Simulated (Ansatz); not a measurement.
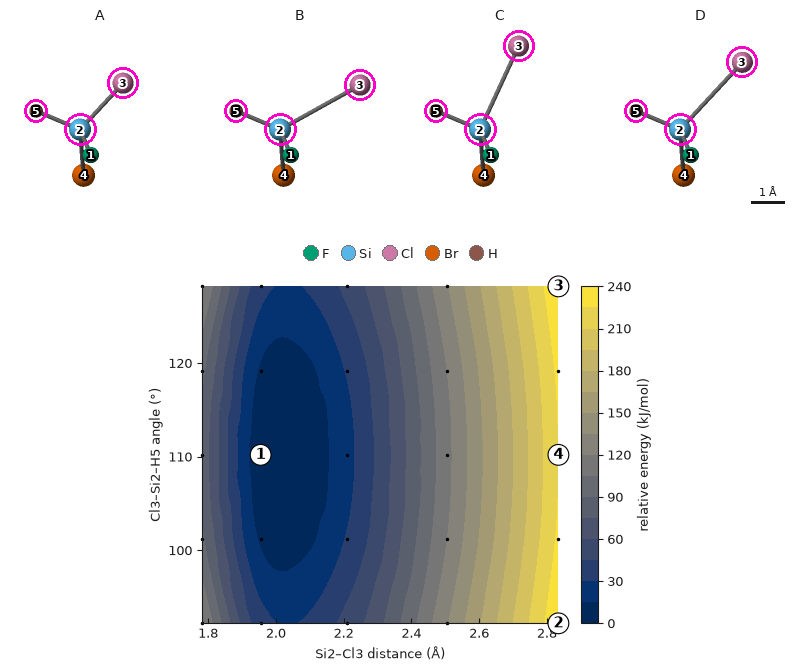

SiHBrClF: the Si2–Cl3 distance and the Cl3–Si2–H5 angle are varied on a grid, with the rest of the molecule carried along rigidly. The map is interpolated between the computed points (dots). The frames are shuffled; each belongs to one numbered point. A ball-and-stick model, seen onto the plane of the angle, with a slight tilt. The ringed atoms are those of the scanned coordinates.

Computed with Ansatz: PBE0-D4, basis def2-TZVPP, on geometries moved rigidly from the minimum at PBE0-D4/def2-TZVP. Energies are counted from the PBE0-D4/def2-TZVP minimum geometry at the same level.

Q: Which frame belongs to which numbered point?

A: Point 1 is frame A, at (1.955, 110.2) and 5.2 kJ/mol; 2 is frame C, at (2.834, 92.2) and 237.7 kJ/mol; 3 is frame B, at (2.834, 128.2) and 238.6 kJ/mol; 4 is frame D, at (2.834, 110.2) and 224.9 kJ/mol. In pairs of (Si2–Cl3 distance (Å); Cl3–Si2–H5 angle (°)): the lowest computed point lies at (1.955, 110.2) (5.2 kJ/mol), the highest at (2.834, 128.2) (238.6 kJ/mol).
